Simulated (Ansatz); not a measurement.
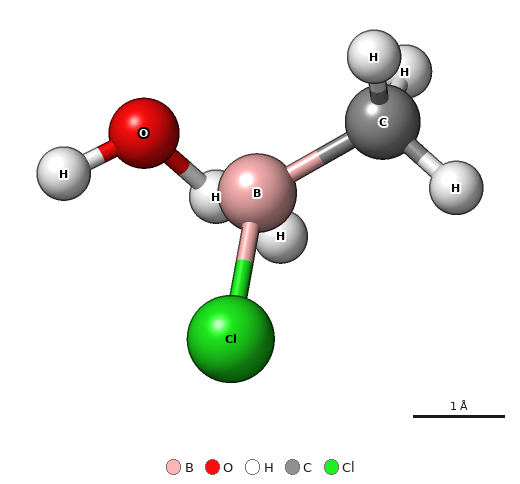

**Figure 1.** The input geometry (ball-and-stick view, seen at a tilt). Bond lengths as drawn: B–C 1.60 Å, B–Cl 1.86 Å, C–H 1.11 Å and H–O 1.01 to 1.23 Å.

**Run report: CH6BClO, geometry relaxation**

System: CH6BClO.
Method: RKS PBE0-D4/6-31G* (Ansatz 0.2.0).

The input holds or restrains some coordinates. It belongs to a series of runs on one base structure; here: pulled along the bonds that form and break, towards end A.

What the program printed
```
The last accepted step is kept in [file] (removed where the run ends without a failure and the disk answers)
Engine: ansatz 0.2.0, x86_64-unknown-linux-gnu
Functional definition: PBE0
  parameter a = 0.25
  parameter kappa = 0.804
  parameter beta = 0.06672455060314922
  exchange = (1 - a)*pbe_x(kappa = kappa, mu = beta*pi^2/3) + a*exact_x
  correlation = pbe_c(beta = beta)
863 factors; integrals over basis functions are off by at most 6.5e-4 eV
mean field evaluation 1: about -16365.1899 eV, gradient 5.1e1 eV
mean field evaluation 2: about -16359.8730 eV, gradient 7.3e1 eV
mean field evaluation 4: about -16370.2432 eV, gradient 1.7e0 eV
mean field evaluation 8: about -16370.2639 eV, gradient 1.2e-1 eV
mean field evaluation 16: about -16370.2639 eV, gradient 9.9e-6 eV
mean field -16370.26389859 eV, -601.5961021098 hartree, gradient 9.9e-6 eV, S^2 0.000000; 0 other end points of the search recorded, 0 dependent functions left out
the calculation of the forces begins
reference -16370.26391631 eV, -601.5961027611 hartree; 21, 21 occupied and 55, 55 virtual orbitals, 863 factors
relax step   1: F+E_penalty+E_count = -16370.40532569 eV  Δ(F+E_penalty+E_count) = +0.000e0 eV  max|allowed force component| = 3.598e0 eV/Å  E_restraint = 29.09675748 eV  max|allowed force component, restraints' pulls added| = 3.031e1 eV/Å  Δτ_max = 0.0000 Å  (27 SCF iters, accepted)
  distance B 0 - H 8 = 1.4900 Å
  distance H 9 - O 1 = 1.2328 Å
  distance B 0 - O 1 = 1.7600 Å
  distance H 9 - H 8 = 0.8887 Å
these checks for a lower state are left out or cut short: starts, cluster_reference, orbital_swaps, neighbouring_geometries, increment
863 factors; integrals over basis functions are off by at most 6.4e-4 eV
mean field -16370.95679747 eV, -601.6215656740 hartree, gradient 1.1e-5 eV, S^2 0.000000; 0 other end points of the search recorded, 0 dependent functions left out
[... from here on the field's lines of each further geometry are left out, up to the last ...]
relax step   2: F+E_penalty+E_count = -16371.10261589 eV  Δ(F+E_penalty+E_count) = -6.973e-1 eV  max|allowed force component| = 2.776e0 eV/Å  E_restraint = 13.60967389 eV  max|allowed force component, restraints' pulls added| = 2.177e1 eV/Å  Δτ_max = 0.1948 Å  (35 SCF iters, accepted)
relax step   3: F+E_penalty+E_count = -16372.08491761 eV  Δ(F+E_penalty+E_count) = -9.823e-1 eV  max|allowed force component| = 3.686e0 eV/Å  E_restraint = 3.47234093 eV  max|allowed force component, restraints' pulls added| = 1.107e1 eV/Å  Δτ_max = 0.1948 Å  (30 SCF iters, accepted)
relax step   4: F+E_penalty+E_count = -16373.00665819 eV  Δ(F+E_penalty+E_count) = -9.217e-1 eV  max|allowed force component| = 2.027e0 eV/Å  E_restraint = 0.15780344 eV  max|allowed force component, restraints' pulls added| = 3.331e0 eV/Å  Δτ_max = 0.1966 Å  (28 SCF iters, accepted)
relax step   5: F+E_penalty+E_count = -16373.51652372 eV  Δ(F+E_penalty+E_count) = -5.099e-1 eV  max|allowed force component| = 9.792e-1 eV/Å  E_restraint = 0.08665728 eV  max|allowed force component, restraints' pulls added| = 1.495e0 eV/Å  Δτ_max = 0.1945 Å  (27 SCF iters, accepted)
relax step   6: F+E_penalty+E_count = -16373.60043232 eV  Δ(F+E_penalty+E_count) = -8.391e-2 eV  max|allowed force component| = 1.144e0 eV/Å  E_restraint = 0.09283982 eV  max|allowed force component, restraints' pulls added| = 1.144e0 eV/Å  Δτ_max = 0.0952 Å  (28 SCF iters, accepted)
relax step   7: F+E_penalty+E_count = -16373.60120921 eV  Δ(F+E_penalty+E_count) = -7.769e-4 eV  max|allowed force component| = 1.490e0 eV/Å  E_restraint = 0.05299645 eV  max|allowed force component, restraints' pulls added| = 1.237e0 eV/Å  Δτ_max = 0.1177 Å  (28 SCF iters, accepted)
relax step   8: F+E_penalty+E_count = -16373.61785726 eV  Δ(F+E_penalty+E_count) = -1.665e-2 eV  max|allowed force component| = 1.286e0 eV/Å  E_restraint = 0.05430434 eV  max|allowed force component, restraints' pulls added| = 9.650e-1 eV/Å  Δτ_max = 0.0297 Å  (29 SCF iters, accepted)
relax step   9: F+E_penalty+E_count = -16373.64404355 eV  Δ(F+E_penalty+E_count) = -2.619e-2 eV  max|allowed force component| = 1.141e0 eV/Å  E_restraint = 0.09235351 eV  max|allowed force component, restraints' pulls added| = 1.476e0 eV/Å  Δτ_max = 0.1952 Å  (28 SCF iters, rejected (line search))
the calculation of the forces begins
reference -16373.49965082 eV, -601.7150138111 hartree; 21, 21 occupied and 55, 55 virtual orbitals, 863 factors
relax step  10: F+E_penalty+E_count = -16373.64528307 eV  Δ(F+E_penalty+E_count) = -2.743e-2 eV  max|allowed force component| = 1.201e0 eV/Å  E_restraint = 0.05493131 eV  max|allowed force component, restraints' pulls added| = 3.765e-2 eV/Å  Δτ_max = 0.0941 Å  (28 SCF iters, accepted)
  distance B 0 - H 8 = 2.4010 Å
  distance H 9 - O 1 = 2.2210 Å
  distance B 0 - O 1 = 1.3770 Å
  distance H 9 - H 8 = 0.7083 Å
863 factors; integrals over basis functions are off by at most 9.4e-4 eV
mean field evaluation 96: about -16373.4996 eV, gradient 2.2e-5 eV
```

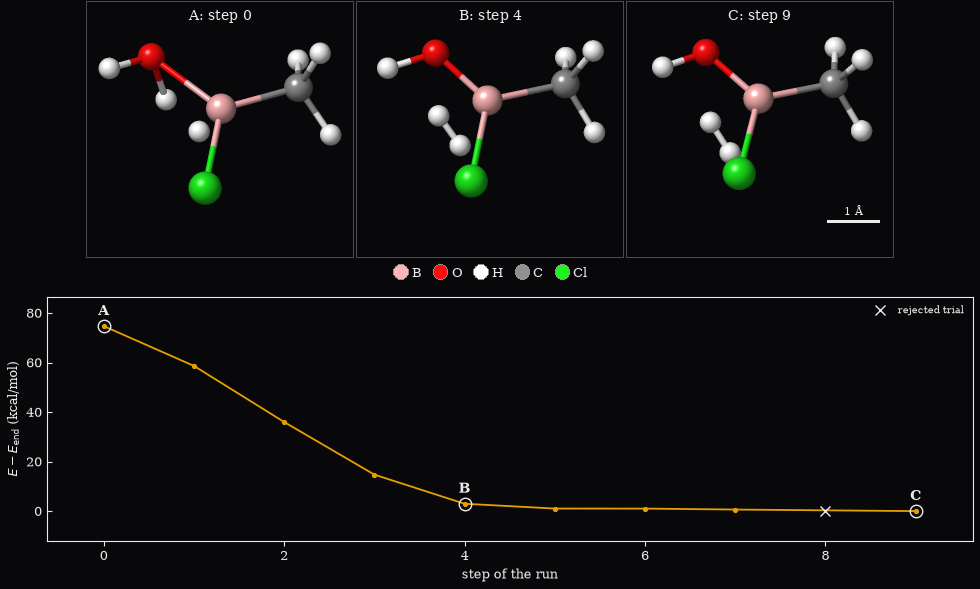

**Figure 2.** Frames of the restrained relaxation (ball-and-stick view, seen at a tilt) above the curves, on which the letters mark them (the first geometry is step 0 here and step 1 in the log).

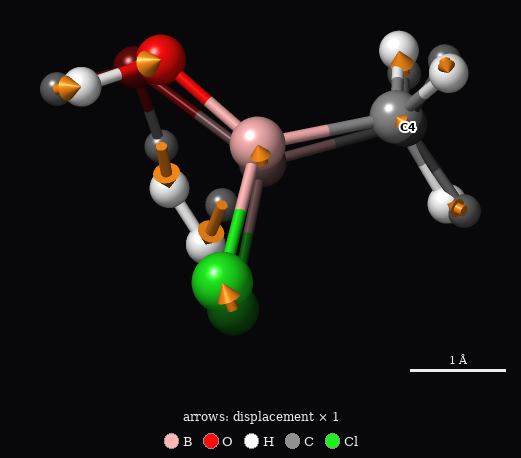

**Figure 3.** Start (faint) and end (solid) with the displacements as orange arrows, at true length (ball-and-stick view, seen at a tilt). The two geometries are laid on each other by the best rigid fit. The largest move after the best rigid fit is that of H9, 0.75 Å. Largest moves by element: H 0.75 Å, O 0.48 Å, Cl 0.32 Å, B 0.24 Å, C 0.13 Å. Among the contacts that change: O2–H10 1.233 → 2.221 Å, B1–O2 1.760 → 1.377 Å, H9–H10 0.889 → 0.708 Å, B1–Cl8 1.860 → 1.788 Å. Among the angles that change: H5–C4–H6 109.4° → 106.7°, B1–C4–H6 109.5° → 112.2°, B1–C4–H7 109.5° → 111.9°. After 9 geometry steps the energy has fallen by 74.7 kcal/mol. The largest force component goes from 3.6 to 1.2 eV/Å. The line search rejected the trial step at point 8 (counted from 0) and went back. (Atoms are counted from 1 in the order of the input.)

```
mean field -16373.49963329 eV, -601.7150131666 hartree, gradient 8.0e-6 eV, S^2 0.000000; 1 other end points of the search recorded, 0 dependent functions left out
the calculation of the forces begins
reference -16373.49965082 eV, -601.7150138111 hartree; 21, 21 occupied and 55, 55 virtual orbitals, 863 factors
Total energy: -16373.64530061 eV, -601.7203663419 hartree
Atom 0 at     0.024760    -0.208879     0.114282 Å, force     0.003877    -0.437643     0.921742 eV/Å
Atom 1 at     0.050802    -0.392486     1.478724 Å, force    -0.019052    -0.186058    -0.915000 eV/Å
Atom 2 at    -0.837886    -0.503576     1.844009 Å, force     0.012998    -0.002557    -0.013402 eV/Å
Atom 3 at     1.344695    -0.092275    -0.706164 Å, force     0.037647     0.000989    -0.013087 eV/Å
Atom 4 at     1.599930    -1.081931    -1.111467 Å, force    -0.011920     0.029948     0.004525 eV/Å
Atom 5 at     1.241276     0.580839    -1.562946 Å, force     0.012714    -0.001439     0.015479 eV/Å
Atom 6 at     2.183954     0.236448    -0.084706 Å, force    -0.032552    -0.023216    -0.002418 eV/Å
Atom 7 at    -1.560794    -0.214833    -0.712079 Å, force    -0.012983    -0.019415    -0.000113 eV/Å
Atom 8 at    -0.017288     2.152757     0.545258 Å, force    -0.193951     1.029679    -1.198725 eV/Å
Atom 9 at     0.076552     1.804636     1.154890 Å, force     0.203222    -0.390286     1.200999 eV/Å
Dipole moment:     0.046993    -0.018349     0.142977 e Å
```

Trajectory as extended XYZ (Å, eV, eV/Å), 10 frames, from step=1 to step=10
```
10
Properties=species:S:1:pos:R:3:forces:R:3 step=1 energy=-16370.40533
B     0.0000    0.0000    0.0000   -0.2731   3.5981   1.1237
O     0.0000    0.0000    1.7600   -1.5108  -2.9707  -0.2153
H    -0.9095   -0.2814    2.0971    1.4970   0.5094  -0.5555
C     1.3856    0.0000   -0.8000   -0.3111  -1.0440   0.6671
H     1.7152   -1.0462   -0.9702    0.1661   0.4551  -0.1685
H     1.2491    0.5080   -1.7774   -0.0021  -0.3000   0.5226
H     2.1552    0.5381   -0.2082   -0.3044  -0.3981  -0.3437
Cl   -1.6108    0.0000   -0.9300    1.1430  -0.6657   1.1545
H     0.0668    1.4124    0.4698   -0.0113   1.3973  -2.0652
H     0.0544    1.1498    1.3187   -0.3932  -0.5813  -0.1197
10
Properties=species:S:1:pos:R:3:forces:R:3 step=2 energy=-16371.10262
B    -0.0065   -0.1240    0.0364   -0.5052   1.6042   2.4932
O    -0.0085   -0.1627    1.7184   -0.6902  -2.5502  -2.7763
H    -0.9120   -0.2889    2.0983    0.7246  -0.0772  -0.7486
C     1.3777   -0.0129   -0.7903   -0.7387  -0.2926   0.7278
H     1.7202   -1.0442   -0.9738    0.2141   0.1865  -0.1203
H     1.2467    0.5033   -1.7683   -0.1194  -0.4032   0.6169
H     2.1505    0.5326   -0.2108   -0.3506  -0.4398  -0.1723
Cl   -1.5984   -0.0103   -0.9156    1.3518  -0.5769   1.2221
H     0.0748    1.5988    0.5257    0.0428   1.5527  -0.4213
H     0.0616    1.2889    1.2398    0.0708   0.9964  -0.8212
10
Properties=species:S:1:pos:R:3:forces:R:3 step=3 energy=-16372.08492
B    -0.0192   -0.2674    0.0985   -0.0545   1.6917   2.2929
O    -0.0146   -0.3377    1.6431   -0.9606  -1.1997  -3.6861
H    -0.9105   -0.2950    2.0842    1.1155  -0.2211  -1.1561
C     1.3615   -0.0160   -0.7763   -0.8425  -0.7446   0.9359
H     1.7217   -1.0402   -0.9740    0.3382   0.2034  -0.1641
H     1.2428    0.4979   -1.7594   -0.3769  -0.4268   0.7494
H     2.1451    0.5271   -0.2109   -0.4058  -0.4196  -0.0242
Cl   -1.5776   -0.0168   -0.8971    1.1014  -0.7221   1.2601
H     0.0824    1.7531    0.5654    0.0290   2.1598  -2.5929
H     0.0744    1.4758    1.1865    0.0562  -0.3210   2.3850
10
Properties=species:S:1:pos:R:3:forces:R:3 step=4 energy=-16373.00666
B    -0.0251   -0.3447    0.1442    0.3205   1.8770  -0.5422
O    -0.0317   -0.4884    1.5179   -1.0102  -0.1803  -0.5885
H    -0.8790   -0.3035    2.0236    1.2115  -0.5735  -1.3146
C     1.3419   -0.0437   -0.7481   -0.6332  -0.7844   0.6938
H     1.7391   -1.0440   -0.9786    0.3185   0.0948  -0.1216
H     1.2181    0.4772   -1.7258   -0.4773  -0.4030   0.7194
H     2.1287    0.5101   -0.2041   -0.3563  -0.3628   0.1400
Cl   -1.5586   -0.0506   -0.8559    0.5820  -0.6061   0.9575
H     0.0891    1.9228    0.5772   -0.0069   1.3782  -1.9710
H     0.0835    1.6456    1.2093    0.0513  -0.4399   2.0271
10
Properties=species:S:1:pos:R:3:forces:R:3 step=5 energy=-16373.51652
B    -0.0132   -0.2063    0.1056    0.0598  -0.7776  -0.1950
O    -0.0080   -0.4804    1.4467   -0.8443   0.1822  -0.0640
H    -0.8741   -0.4293    1.9311    0.9760  -0.1902  -0.9792
C     1.3571   -0.1025   -0.7344   -0.8318   0.2946   0.3138
H     1.7764   -1.0876   -0.9874   -0.1825   0.0569   0.1182
H     1.1701    0.4304   -1.6801    0.1111  -0.1471   0.1837
H     2.1204    0.4505   -0.1710   -0.0650  -0.1241  -0.0065
Cl   -1.6062   -0.1395   -0.8111    0.7502   0.0542   0.6099
H     0.0725    2.1108    0.6241   -0.0611   0.8093  -0.7420
H     0.1110    1.7346    1.2364    0.0875  -0.1581   0.7611
10
Properties=species:S:1:pos:R:3:forces:R:3 step=6 energy=-16373.60043
B     0.0024   -0.2209    0.0857   -0.2369  -0.3908   0.3968
O     0.0136   -0.4173    1.4435   -1.0534  -0.3660  -0.2631
H    -0.8828   -0.5008    1.8689    1.1438   0.1293  -0.8026
C     1.3502   -0.1079   -0.7357   -0.5081   0.1736   0.1513
H     1.7553   -1.1008   -0.9708   -0.0707   0.0054   0.0388
H     1.1765    0.4149   -1.6845    0.1101  -0.0742   0.0751
H     2.1108    0.4347   -0.1626   -0.0169  -0.0758  -0.0047
Cl   -1.6014   -0.1405   -0.7849    0.6151  -0.0654   0.4123
H     0.0240    2.1185    0.6312   -0.1205   0.6749  -0.5728
H     0.1573    1.8009    1.2689    0.1374  -0.0111   0.5689
10
Properties=species:S:1:pos:R:3:forces:R:3 step=7 energy=-16373.60121
B     0.0068   -0.2055    0.0972    0.6626  -0.5267   0.6741
O     0.0648   -0.4240    1.4549    0.7740   0.0156  -1.4898
H    -0.8150   -0.4470    1.7931   -1.2367  -0.1880   0.7486
C     1.3371   -0.1006   -0.7200   -0.1091   0.0550   0.0627
H     1.6534   -1.1100   -1.0187   -0.0184   0.0387  -0.0324
H     1.2107    0.4905   -1.6294    0.0566  -0.0113  -0.0833
H     2.1455    0.3306   -0.1201   -0.0307  -0.0446   0.0132
Cl   -1.5646   -0.1783   -0.7400   -0.1146   0.0129   0.1001
H     0.0157    2.1402    0.6168   -0.0963   1.1010  -1.2717
H     0.0515    1.7848    1.2260    0.1125  -0.4527   1.2784
10
Properties=species:S:1:pos:R:3:forces:R:3 step=8 energy=-16373.61786
B     0.0195   -0.2061    0.1001    0.4671  -0.5109   0.7881
O     0.0569   -0.4141    1.4586    0.7418  -0.0255  -1.2718
H    -0.8296   -0.4495    1.7915   -0.9650  -0.1662   0.5762
C     1.3442   -0.1006   -0.7211   -0.0977   0.0105   0.0750
H     1.6419   -1.1073   -1.0451   -0.0052   0.0217  -0.0267
H     1.2193    0.5080   -1.6184    0.0444   0.0218  -0.0916
H     2.1616    0.3056   -0.1183    0.0026  -0.0239   0.0246
Cl   -1.5591   -0.1906   -0.7151   -0.2054   0.0213  -0.0768
H     0.0040    2.1418    0.6075   -0.1098   1.0913  -1.2826
H     0.0473    1.7936    1.2202    0.1272  -0.4402   1.2856
10
Properties=species:S:1:pos:R:3:forces:R:3 step=9 energy=-16373.64404 accepted=F
B     0.0140   -0.1955    0.1212   -0.0343  -0.6302   1.1408
O     0.0330   -0.4199    1.4882   -0.2343  -0.0992  -1.1024
H    -0.8678   -0.5456    1.8331    0.2715   0.0488  -0.0754
C     1.3359   -0.0740   -0.6964   -0.0027   0.0408   0.0064
H     1.6228   -1.0693   -1.0641   -0.0210   0.0262   0.0047
H     1.2199    0.5709   -1.5740    0.0396  -0.0202   0.0455
H     2.1572    0.2970   -0.0745   -0.0069  -0.0253  -0.0299
Cl   -1.5745   -0.1986   -0.6991   -0.0109   0.0083  -0.0300
H    -0.0284    2.1612    0.5279   -0.0837   0.4935  -0.2440
H     0.1940    1.7546    1.0975    0.0829   0.1573   0.2844
10
Properties=species:S:1:pos:R:3:forces:R:3 step=10 energy=-16373.64528
B     0.0248   -0.2089    0.1143    0.0039  -0.4376   0.9217
O     0.0508   -0.3925    1.4787   -0.0191  -0.1861  -0.9150
H    -0.8379   -0.5036    1.8440    0.0130  -0.0026  -0.0134
C     1.3447   -0.0923   -0.7062    0.0376   0.0010  -0.0131
H     1.5999   -1.0819   -1.1115   -0.0119   0.0299   0.0045
H     1.2413    0.5808   -1.5629    0.0127  -0.0014   0.0155
H     2.1840    0.2364   -0.0847   -0.0326  -0.0232  -0.0024
Cl   -1.5608   -0.2148   -0.7121   -0.0130  -0.0194  -0.0001
H    -0.0173    2.1528    0.5453   -0.1940   1.0297  -1.1987
H     0.0766    1.8046    1.1549    0.2032  -0.3903   1.2010
```

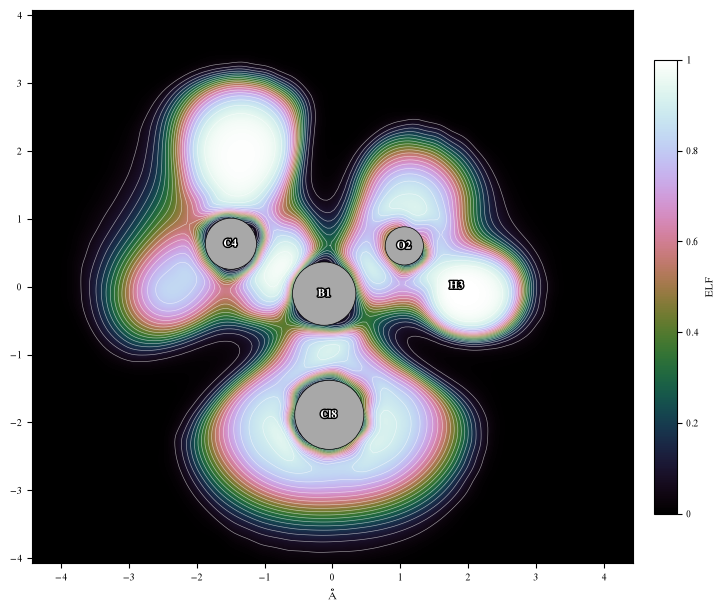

**Figure 4.** Electron localisation function on the plane of atoms C4, B1 and Cl8. Grey discs, where drawn, cover atomic cores. C–B (1.56 Å): the ELF peaks at about 1 between the atoms (a covalent bond). B–Cl (1.79 Å): the ELF peaks at about 0.90 between the atoms, which marks a polar covalent bond.

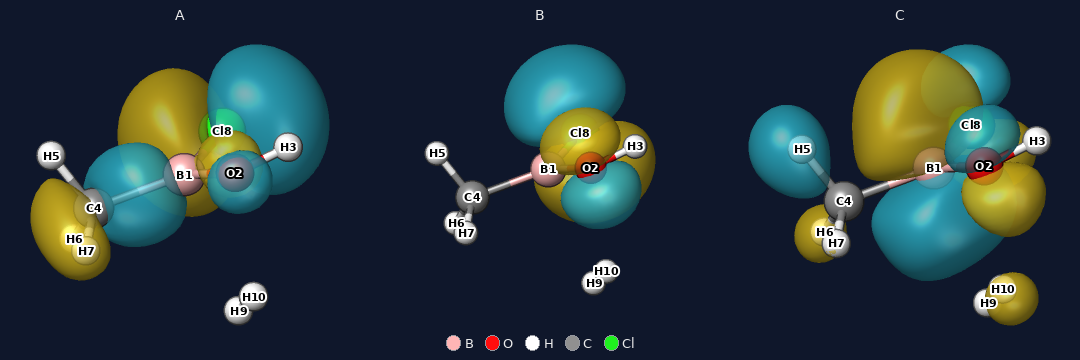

**Figure 5.** Three frontier orbitals at ±0.1 Å⁻³ᐟ² (yellow and cyan are the two phases). B is the HOMO−1 (−9.18 eV). A is the HOMO (−8.79 eV). C is the LUMO (0.36 eV). It lies mainly on B1 (45 %), Cl8 (15 %), O2 (15 %) and C4 (10 %). The HOMO–LUMO gap is 9.15 eV between the orbital energies.

This output came from the following input.

Input file
```yaml
crystal:
  periodic: [false, false, false]
  atoms:
    - { symbol: B, position_ang: [0.0, 0.0, 0.0] }
    - { symbol: O, position_ang: [0.0, 0.0, 1.76] }
    - { symbol: H, position_ang: [-0.9095, -0.2814, 2.0971] }
    - { symbol: C, position_ang: [1.3856, 0.0, -0.8] }
    - { symbol: H, position_ang: [1.7152, -1.0462, -0.9702] }
    - { symbol: H, position_ang: [1.2491, 0.508, -1.7774] }
    - { symbol: H, position_ang: [2.1552, 0.5381, -0.2082] }
    - { symbol: Cl, position_ang: [-1.6108, 0.0, -0.93] }
    - { symbol: H, position_ang: [0.0668, 1.4124, 0.4698] }
    - { symbol: H, position_ang: [0.0544, 1.1498, 1.3187] }
basis:
  gaussian: { orbitals: "6-31G*" }
hamiltonian:
  xc: pbe0
  dispersion: d4
relax:
  f_tol: 0.15
  max_steps: 25
  restrain:
    - { distance: [0, 8], at: 2.39, k: 30.0 }
    - { distance: [9, 1], at: 2.21, k: 30.0 }
    - { distance: [0, 1], at: 1.41, k: 30.0 }
    - { distance: [9, 8], at: 0.66, k: 30.0 }
output:
  orbitals: {}
```

Launch command:
```bash
ansatz run input.yaml --threads 1 --pin off --max-ram 2048MiB --backend cpu --events-out ev --progress --plain --runs-dir out
```

Results in brief

```tsv
quantity	value
outcome	converged under the restraints of the input
total energy	−16373.6453 eV
mean-field energy	−16373.4997 eV
largest force (length of the vector) at the end, held atoms and coordinates included	1.592 eV/Å
hardware	1 thread of Intel Xeon (Granite Rapids), 32 GiB of memory available, shared host
wall time	24 s
peak memory	0.17 GiB
```
